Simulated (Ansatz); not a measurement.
# Calculations on BH2BrClF

## 1. Relaxation

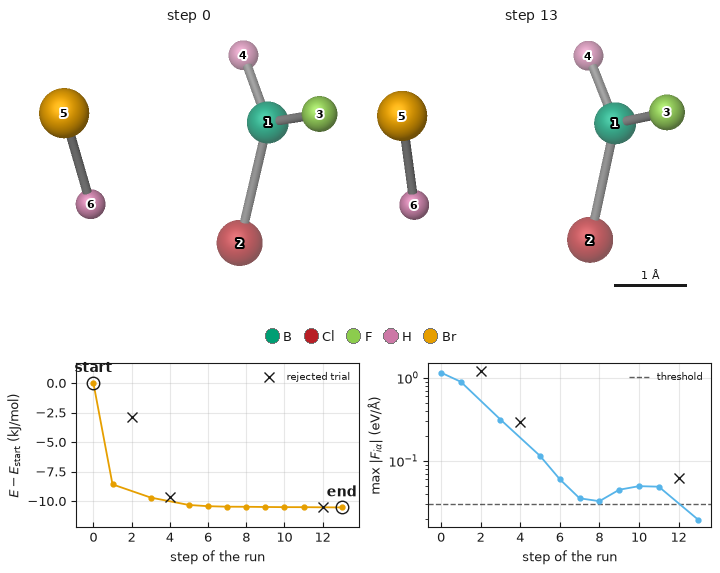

First and last geometry of a relaxation of BH$_{2}$BrClF, with the history of the run. Style: ball-and-stick. Shown at a tilt.

The run prepares an end point of a later path (reaction) calculation, from a guessed geometry.

Computed with Ansatz 0.2.0, RKS PBE0-D4/def2-SVP.

Input
```yaml
crystal:
  periodic: [false, false, false]
  atoms:
    - { symbol: B, position_ang: [0.003915, -0.260334, 0.058068] }
    - { symbol: Cl, position_ang: [0.003442, -0.67323, 1.834633] }
    - { symbol: F, position_ang: [1.15279, -0.262408, -0.556543] }
    - { symbol: H, position_ang: [-1.033266, -0.074156, -0.514087] }
    - { symbol: Br, position_ang: [0.050004, 2.889274, 0.821162] }
    - { symbol: H, position_ang: [0.101814, 1.893854, 1.940067] }
basis:
  gaussian: { orbitals: def2-SVP }
hamiltonian:
  xc: pbe0
  dispersion: d4
relax:
  f_tol: 0.03
  max_steps: 50
```

Run as
```bash
ansatz run input.yaml --threads 2 --pin off --max-ram 3072MiB --backend cpu --events-out ev --progress --plain --runs-dir out
```

Did the run converge, and what did it change?

Answer. It converged. After 10 accepted moves (13 points after the start) the energy has fallen by 10.5 kJ/mol. The largest force component goes from 1.2 to 0.02 eV/Å. The line search rejected the trial steps at points 2, 4, 12 of the run. The atom that moves furthest after the best rigid fit is H6 (0.27 Å). By element the largest moves are H 0.27 Å, Cl 0.13 Å, F 0.09 Å, B 0.09 Å, Br 0.08 Å. Among the contacts that change: Br5–H6 1.498 → 1.423 Å, B1–Cl2 1.824 → 1.758 Å, B1–F3 1.303 → 1.309 Å.

```csv
step,"E − E(0), kJ/mol","largest force component, eV/Å",note
0,0.00,1.1563,
1,-8.58,0.8974,
2,-2.87,1.2219,rejected
3,-9.69,0.3156,
4,-9.67,0.2973,rejected
5,-10.32,0.1154,
6,-10.42,0.0604,
7,-10.47,0.0356,
8,-10.47,0.0329,
9,-10.49,0.0451,
10,-10.50,0.0498,
11,-10.51,0.0491,
12,-10.50,0.0617,rejected
13,-10.53,0.0196,
```

Limits of the set-up: the start holds two separate molecules, 2.6 Å apart at their closest, whose relative position is a soft coordinate.

## 2. Relaxation

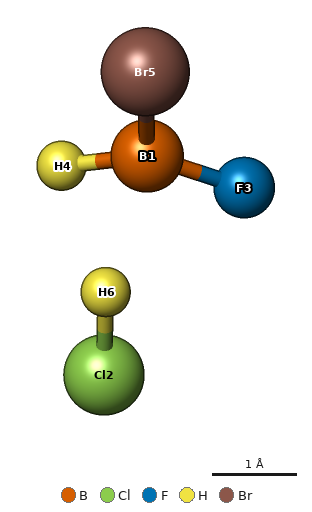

Starting structure of BH2BrClF. The picture is a ball-and-stick view, seen from a free direction.

The run prepares an end point of a later path (reaction) calculation, from a guessed geometry.

All numbers below come from RKS PBE0-D4/def2-SVP (Ansatz).

The input:
```yaml
crystal:
  periodic: [false, false, false]
  atoms:
    - { symbol: B, position_ang: [0.026494, 0.462274, -0.389866] }
    - { symbol: Cl, position_ang: [0.01912, -0.24416, 2.588032] }
    - { symbol: F, position_ang: [1.156859, -0.13526, -0.631854] }
    - { symbol: H, position_ang: [-1.037913, -0.062546, -0.551043] }
    - { symbol: Br, position_ang: [0.089076, 2.408803, 0.079411] }
    - { symbol: H, position_ang: [0.025064, 1.083889, 2.488619] }
basis:
  gaussian: { orbitals: def2-SVP }
hamiltonian:
  xc: pbe0
  dispersion: d4
relax:
  f_tol: 0.03
  max_steps: 50
```

Launched with:
```bash
ansatz run input.yaml --threads 2 --pin off --max-ram 3072MiB --backend cpu --events-out ev --progress --plain --runs-dir out
```

### Predict the outcome.

Over 7 accepted moves (8 points after the start) the energy falls by 7.58 kJ/mol. Largest force component: 1.2 eV/Å at the start, 0.0078 eV/Å at the end. The line search rejected the trial step at point 2 of the run. H6 moves most after the best rigid fit: 0.14 Å. Largest moves by element: H 0.14 Å, Br 0.13 Å, B 0.05 Å, Cl 0.05 Å, F 0.03 Å. Near-neighbour distances that change, for instance: B1–Br5 2.003 → 1.921 Å, Cl2–H6 1.332 → 1.288 Å, B1–F3 1.301 → 1.308 Å.

Final geometry:

```xyz
6

B     0.0314    0.5072   -0.4199
Cl   -0.0242   -0.2517    2.6048
F     1.1613   -0.1104   -0.6497
H    -1.0229   -0.0569   -0.5228
Br    0.0810    2.3909   -0.0469
H     0.0522    1.0340    2.6178
```

After the run, drawn alike:

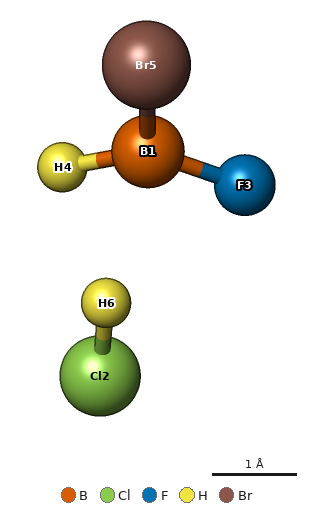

Limits of the set-up: the start holds two separate molecules, 2.8 Å apart at their closest, whose relative position is a soft coordinate.

## 3. Path

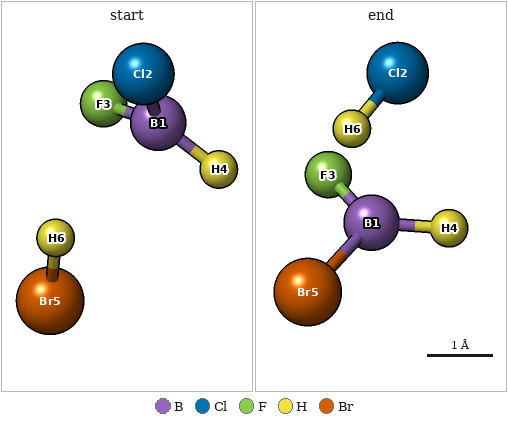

The two relaxed end points of a path for BH$_{2}$BrClF, made up at the start of BHClF and HBr. Style: ball-and-stick. Shown from a free direction.

Method: RKS PBE0-D4/def2-SVP in Ansatz.

Run with 7 movable images; climbing image; force threshold 0.05 eV/Å; iteration limit 60.

Start:
```xyz
6

B     0.0064   -0.3453    0.0459
Cl    0.0188   -0.7693    1.7514
F     1.1448   -0.3390   -0.6001
H    -1.0272   -0.1200   -0.5219
Br    0.0753    2.9468    0.8677
H     0.0607    2.1397    2.0402
```

End:
```xyz
6

B     0.0300    0.5058   -0.4198
Cl   -0.0303   -0.2481    2.6061
F     1.1544   -0.1220   -0.6493
H    -1.0292   -0.0492   -0.5212
Br    0.0964    2.3896   -0.0496
H     0.0574    1.0369    2.6171
```

**What barrier does the band find between them, and by what path?**

Forward barrier 0.73 eV, backward barrier 0.57 eV, with image 4 at the top; the reaction energy is +0.16 eV. Breaking: B1–Cl2 (1.76 → 2.01 at the top → 3.12 Å), Br5–H6 (1.42 → 1.70 at the top → 2.99 Å). Forming: B1–Br5 (3.39 → 2.19 at the top → 1.92 Å), Cl2–H6 (2.92 → 1.55 at the top → 1.29 Å). The band converged in 32 iterations. The largest component of the band force went from 7 to 0.035 eV/Å. The climbing image converged on the top of the path. Its vibrational analysis gives one imaginary mode (646i cm⁻¹), as a transition state must have.

Energies of the converged images:

```
image  path (Å)  E (eV)
    0      0.00   0.000
    1      0.38   0.018
    2      0.76   0.129
    3      1.14   0.444
    4      1.52   0.730
    5      1.87   0.525
    6      2.22   0.283
    7      2.56   0.176
    8      2.91   0.156
```

The geometry at the top of the path:

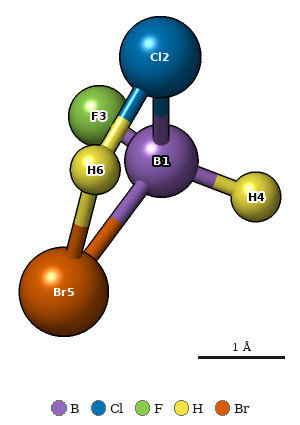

Limits of the set-up: the start holds two separate molecules, 2.9 Å apart at their closest, whose relative position is a soft coordinate.
